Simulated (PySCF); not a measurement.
**AsB2H5: density, localisation and related maps**

The calculation's input:

```
{"job": {"kind": "sp", "xc": "B3LYP", "basis": "def2-TZVP", "d3": "d3bj", "grid": 2}, "charge": 0, "multiplicity": 1}
B     -1.420255     0.395600     0.256408
B     -0.193133    -0.680041     0.092895
As     1.696869    -0.129477     0.506073
H     -1.865748     0.972597    -0.713133
H     -1.897313     0.697273     1.329251
H     -0.316198    -1.853391    -0.176464
H      2.343295    -0.699248    -0.744449
H      1.672260     1.313970     0.031306
```

Command:

```sh
OMP_NUM_THREADS=1 python redox_run.py task.json out
```

Geometry: PBE0-D3(BJ)/def2-SVP.

Theory: PySCF 2.14.0, density-fitted response routines, DFT single point, gas phase, functional B3LYP.

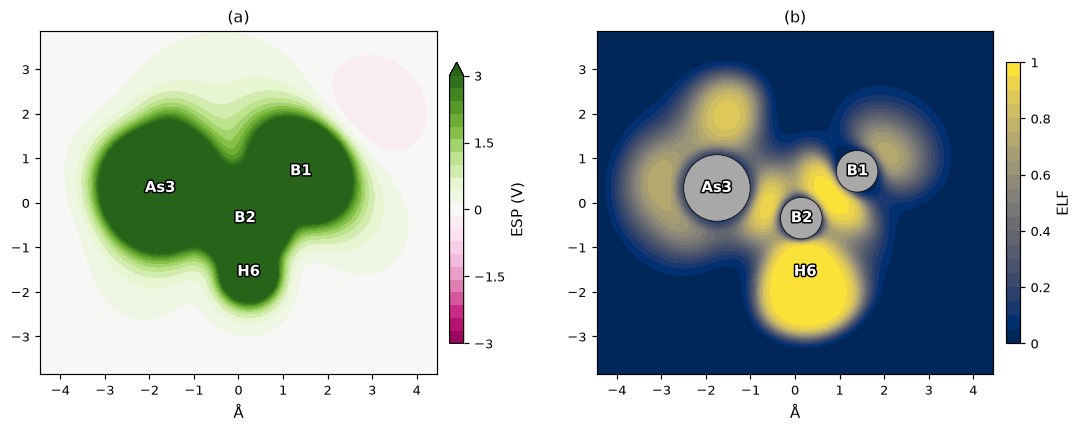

Figure 1. (a) electrostatic potential; (b) electron localisation function on the plane of atoms As3, B2 and H6. Grey discs cover the atomic cores in the ELF map.

Question: What does the map show?

Answer: Atoms in the plane: B, As and H.
B–B (1.64 Å): the ELF peaks at about 1 between the atoms, as expected for a covalent bond.
B–As (2.01 Å): the ELF peaks at about 0.95 between the atoms, as expected for a covalent bond.
B–H (1.21 Å): the ELF climbs to about 1 towards the hydrogen, as it does in any bond to H (a covalent bond by its length).
Outside the dense part of the molecule the potential is most negative (−0.4 V) near H4, which lies off the plane.

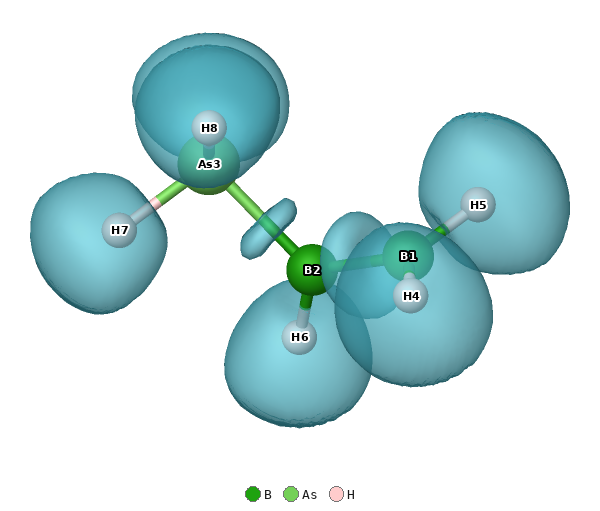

Figure 2. Isosurface of the electron localisation function at 0.85 (cyan), seen at an oblique angle. Only the valence region is drawn (cores and ρ < 0.01 e/Å³ removed).

Question: What do the ELF domains correspond to?

Answer: The ELF exceeds this value in one region between bonded As–B atoms (shared pairs), one region between bonded B–B atoms (shared pairs), five regions around hydrogen nuclei and one lobe on As, pointing away from the bonds (lone pairs).

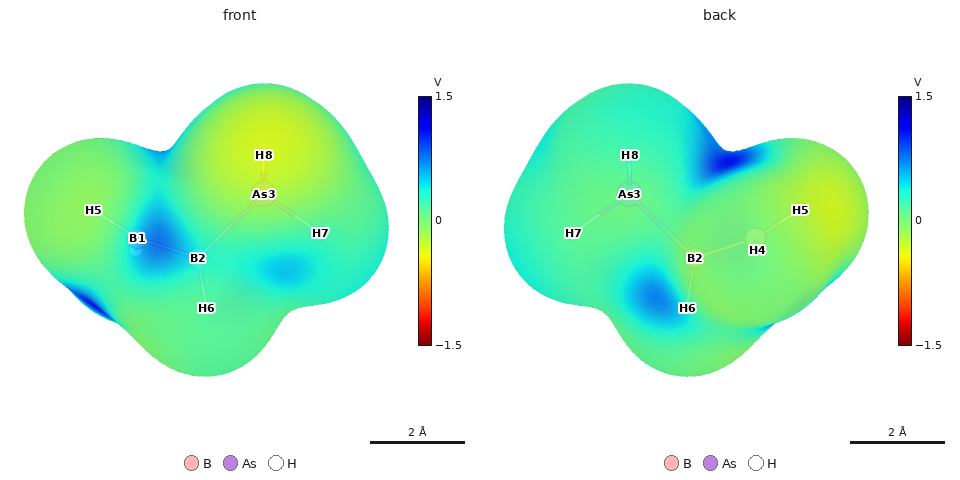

Figure 3. The molecular electrostatic potential painted on the density surface at 0.001 e/bohr³, seen from the front and from behind; the colour scale runs from red (negative) to blue (positive).

Question: Describe the electrostatic potential map.

Answer: The most negative region (about −0.4 V) lies over As3, the most positive (about +1.1 V) over B1.

Question: What dipole moment does the calculation give?

Answer: Its dipole moment is 0.39 D.
